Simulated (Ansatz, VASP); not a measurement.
# SiC (SiC(110)): VASP beside Ansatz, part 3 of 3

One calculation is typed for both programs; each brings its own data sets. How far apart do they land? Of the first pair: The structure shown is the end of the VASP relaxation below. Valence electrons are named where the data sets of a main pair hold unlike numbers.

VASP 6.6.1 and Ansatz 0.2.0.

So far: Set-up; VASP: relaxation, PBE; Ansatz: single point, PBE; Side by side; VASP: band structure, PBE.

### 6. Ansatz: band structure, PBE

Level of this step: Ansatz beside VASP: Kohn-Sham DFT, plane waves, PBE (Ansatz).

The same cell, functional, mesh and smearing now go to Ansatz, which takes its cutoff from its data sets.

input.yaml reads:

```yaml
crystal:
  lattice:
    - [3.0967378384, 0.0, 0.0]
    - [0.0, 4.3794486502, 0.0]
    - [0.0, 0.0, 28.3869513537]
  atoms:
    - { symbol: Si, position: [0.0, 0.0451324175, 0.2904894284] }
    - { symbol: Si, position: [0.5, 0.4952336601, 0.3342121598] }
    - { symbol: Si, position: [0.0, 0.9977402658, 0.3911745637] }
    - { symbol: Si, position: [0.5, 0.4946209942, 0.445274095] }
    - { symbol: Si, position: [0.0, 0.9958317332, 0.5] }
    - { symbol: Si, position: [0.5, 0.4946209942, 0.554725905] }
    - { symbol: Si, position: [0.0, 0.9977402658, 0.6088254363] }
    - { symbol: Si, position: [0.5, 0.4952336601, 0.6657878402] }
    - { symbol: Si, position: [0.0, 0.0451324175, 0.7095105716] }
    - { symbol: C, position: [0.0, 0.7393563968, 0.3356180361] }
    - { symbol: C, position: [0.5, 0.2393671224, 0.2818231396] }
    - { symbol: C, position: [0.0, 0.7447574194, 0.445382361] }
    - { symbol: C, position: [0.5, 0.2480891813, 0.3905833483] }
    - { symbol: C, position: [0.0, 0.7447574194, 0.554617639] }
    - { symbol: C, position: [0.5, 0.2455733518, 0.5] }
    - { symbol: C, position: [0.0, 0.7393563968, 0.6643819639] }
    - { symbol: C, position: [0.5, 0.2480891813, 0.6094166517] }
    - { symbol: C, position: [0.5, 0.2393671224, 0.7181768604] }
hamiltonian:
  xc: pbe
  pseudopotentials: { kind: paw }
kpoints:
  mp_grid: { grid: [8, 6, 1] }
  band_path:
    path:
      - [0.0, 0.0, 0.0]
      - [0.07692, 0.0, 0.0]
      - [0.15385, 0.0, 0.0]
      - [0.26923, 0.0, 0.0]
      - [0.34615, 0.0, 0.0]
      - [0.42308, 0.0, 0.0]
      - [0.5, 0.0, 0.0]
      - [0.5, 0.07692, 0.0]
      - [0.5, 0.19231, 0.0]
      - [0.5, 0.26923, 0.0]
      - [0.5, 0.34615, 0.0]
      - [0.5, 0.46154, 0.0]
      - [0.5, 0.5, 0.0]
      - [0.42308, 0.5, 0.0]
      - [0.30769, 0.5, 0.0]
      - [0.23077, 0.5, 0.0]
      - [0.11538, 0.5, 0.0]
      - [0.03846, 0.5, 0.0]
      - [0.0, 0.5, 0.0]
      - [0.0, 0.38462, 0.0]
      - [0.0, 0.30769, 0.0]
      - [0.0, 0.23077, 0.0]
      - [0.0, 0.11538, 0.0]
      - [0.0, 0.03846, 0.0]
      - [0.03846, 0.03846, 0.0]
      - [0.11538, 0.11538, 0.0]
      - [0.19231, 0.19231, 0.0]
      - [0.30769, 0.30769, 0.0]
      - [0.38462, 0.38462, 0.0]
      - [0.5, 0.5, 0.0]
    npoints: 1
scf:
  occupations: { method: gaussian, width: 0.03 }
  n_extra_bands: 15
efield:
  axis: 3
  dipole_correction: true
  ramp_width: 0.04
output:
  forces: true
  eigenvalues: true
```

Started as:

```
$ ansatz run input.yaml --threads 8 --pin off --max-ram 18432MiB --backend cpu --events-out ev --progress --plain --runs-dir out
```

Numbers of over 12 decimals in the logs are rounded to 6 here.

Output:

```text
[...]
Crystal: 18 atoms, lattice volume = 384.984 Å³
Basis set: ecut = 420 eV, 7507 PW (Γ), exchange–correlation on 48×60×384 points (8 copies of the dense FFT grid, shifted against one another)
Bands: 51, of which v1, the nominal top of the filled ones, is band 36 counted from 1 (35 counted from 0)
Symmetry: 2 space group operations
[...]
k-point 0: bands = [... 32 lower, 1.3041, 1.4297, 1.6059, 1.6621, 3.2513, 3.8726, 4.6911, 4.9074, ... 11 higher]
  k-point 1: bands = [... 32 lower, 1.0668, 1.1230, 1.4766, 1.6825, 3.5187, 4.1064, 4.8274, 4.9780, ... 11 higher]
  k-point 2: bands = [... 32 lower, 0.5697, 0.6478, 1.5335, 1.5591, 4.1514, 4.4408, 4.8395, 5.1610, ... 11 higher]
  k-point 19: bands = [... 32 lower, 0.1126, 0.2669, 1.9113, 2.0399, 3.6066, 3.7194, 6.3498, 6.4270, ... 11 higher]
[key lines of the parts left out:]
SCF converged after 8 iterations
Free energy (F): -7979.520137 eV
Fermi energy:    2.160721 eV
Dipole field:    D = 0.000000 V/Å  (p = 0.000001 e·Å, saw-weighted, corrected)
Work function:   Φ+ = 5.3352 eV   Φ− = 5.3352 eV
```

The job ended after 13 s (8 threads of Arm Neoverse V2, shared host; peak memory 1.4 GiB; 97 s of CPU time).

### 7. Differences

Compared:

```
                     quantity  Ansatz   VASP  difference
gap over the path points (eV)   0.242  0.234      +0.008
```

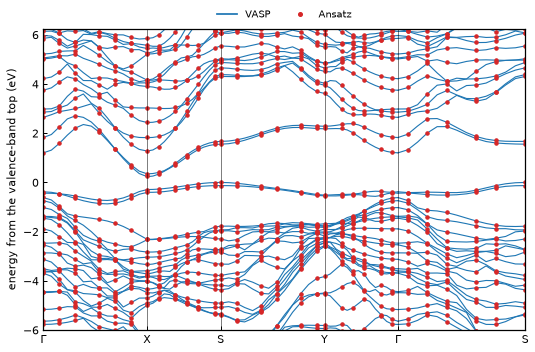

Bands from VASP (lines) and levels from Ansatz (dots). Dots without a line are higher empty bands that the VASP plot leaves out.

Levels at points of the path, from each program's valence-band top (eV; 4 filled, then empty):

| k (reciprocal lattice) | Ansatz | VASP |
| --- | --- | --- |
| 0.000 0.000 0.000 | -0.74 -0.61 -0.43 -0.38 1.21 1.83 2.65 | -0.74 -0.62 -0.44 -0.38 1.20 1.83 2.65 |
| 0.077 0.000 0.000 | -1.04 -0.98 -0.46 -0.46 1.60 2.26 2.89 | -1.05 -0.98 -0.46 -0.46 1.59 2.25 2.88 |
| 0.154 0.000 0.000 | -1.55 -1.36 -0.65 -0.55 2.22 2.71 3.01 | -1.55 -1.36 -0.65 -0.55 2.21 2.71 3.00 |
| 0.269 0.000 0.000 | -2.30 -1.50 -0.86 -0.72 2.05 2.15 2.82 | -2.31 -1.50 -0.86 -0.72 2.04 2.14 2.82 |
| 0.346 0.000 0.000 | -2.50 -1.66 -0.84 -0.70 1.35 1.36 2.22 | -2.50 -1.66 -0.84 -0.70 1.35 1.35 2.21 |
| 0.423 0.000 0.000 | -2.61 -1.95 -0.63 -0.51 0.64 0.71 1.55 | -2.62 -1.95 -0.63 -0.51 0.63 0.70 1.54 |
| 0.500 0.000 0.000 | -2.32 -2.31 -0.40 -0.29 0.24 0.36 1.28 | -2.33 -2.31 -0.40 -0.29 0.23 0.35 1.27 |
| 0.500 0.077 0.000 | -2.30 -2.29 -0.39 -0.27 0.34 0.41 1.46 | -2.31 -2.29 -0.39 -0.27 0.33 0.41 1.45 |
| 0.500 0.192 0.000 | -2.23 -2.19 -0.31 -0.19 0.72 0.79 2.21 | -2.24 -2.20 -0.31 -0.19 0.72 0.78 2.21 |
| 0.500 0.269 0.000 | -2.20 -2.10 -0.23 -0.12 1.05 1.13 2.74 | -2.20 -2.10 -0.23 -0.13 1.04 1.12 2.73 |

At this near-relaxed geometry the largest component of a force difference is 15 meV/Å. Among the levels compared at these points, filled levels agree within 8 meV and empty ones within 13 meV. With vacuum in the cell, a pressure given here is an average over mostly empty space and none of the material.

### 8. Summary of results

```json
{"difference in gap on the k mesh (single point, PBE)": "0.0074 eV", "r.m.s. force difference (single point, PBE)": "7.4 meV/Å", "largest difference of a filled level at the path points (band structure, PBE)": "7.6 meV", "r.m.s. force difference (band structure, PBE)": "7.1 meV/Å"}
```

In words: The r.m.s. force difference is 7.4 meV/Å (single point, PBE), within the 12 meV/Å picked in this series as the mark of a large difference. How closely two codes agree says nothing of how well the functional describes the real material.

[Lines on the potential files, build, host, timing and source positions are cut from VASP's logs without a mark.]

[Logs are printed without paths, hosts, clocks, repeated set-up lines and the standing remarks that a program may print on its own settings, such as how far it seeks lower states.]

[Hosts, paths, dates, database ids (printed as entryN), source tags and the programs' standing remarks are cut or masked in the printed files.]
